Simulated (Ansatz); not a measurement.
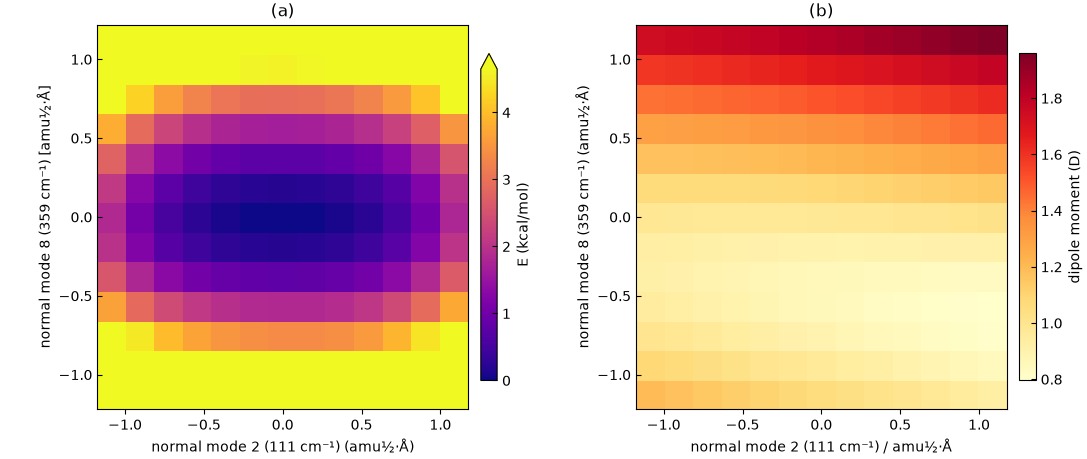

BrClH4OSi2, SMILES O[Si]([SiH3])(Cl)Br. First axis: normal mode 2 (111 cm⁻¹). Second axis: normal mode 8 (359 cm⁻¹). Nothing is relaxed (straight displacements along the two mass-weighted modes). The scan uses a 13 × 13 grid. Points are written as (first, second). All energies are given in kcal/mol relative to the lowest grid point. Method: RKS PBE0-D4/def2-SVP in Ansatz.

Panel (a) is the energy and panel (b) the computed dipole moment on the same grid.

In the figure: one coloured cell a grid point, one colour for all values above the top of the scale.

### How does the dipole moment vary over the map, and what is it at the lowest grid point?

Leaving out the highest fifth of the energies, it runs from 0.80 D at (1.085 amu½·Å, −0.563 amu½·Å) to 1.77 D at (0.904 amu½·Å, 0.938 amu½·Å). At the lowest grid point, (0.000 amu½·Å, 0.000 amu½·Å), it is 0.98 D.
